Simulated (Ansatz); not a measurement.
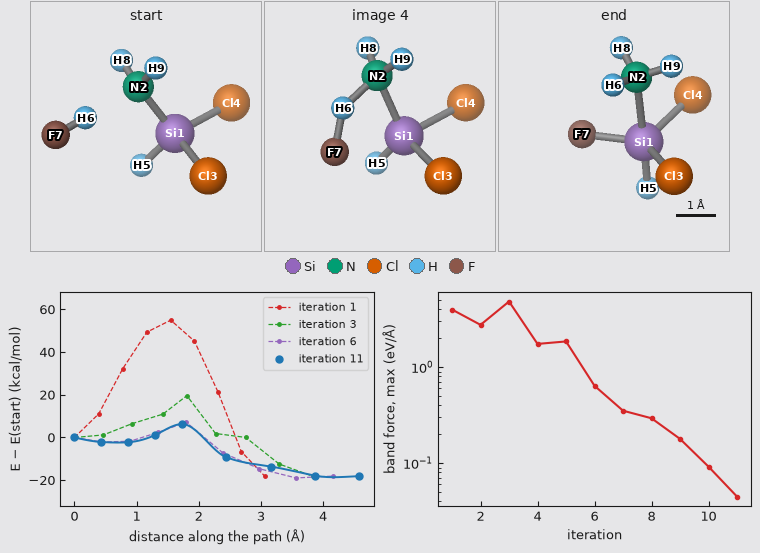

A search for the minimum-energy path of SiNH4Cl2F by the nudged elastic band. Images are numbered from 0 (start) to 8 (end). The plot follows the band through its iterations. The picture is a ball-and-stick view, seen at a tilt.

All numbers below come from RKS revPBE-D4/def2-SVP in Ansatz 0.2.0. Run with 7 movable images; climbing image.

Question: How did the profile develop, and is the result final?

Answer: The run is converged, with reservations. The band converged in 11 iterations. The largest component of the band force went from 4 to 0.045 eV/Å. The climbing image converged on the top of the path. Its curvatures weren't checked. The largest force component is 0.70 eV/Å at the start and 1.17 eV/Å at the end; an end with forces this large is no minimum, and the barrier measured from it can be far off. The first iteration put the highest image at 55.0 kcal/mol. The highest point, image 4, lies 6.3 kcal/mol above the start and 24.4 kcal/mol above the end; the end is at −18.1 kcal/mol relative to the start.

The run took 61 s on 8 threads of Arm Neoverse V1, with other jobs on the host.
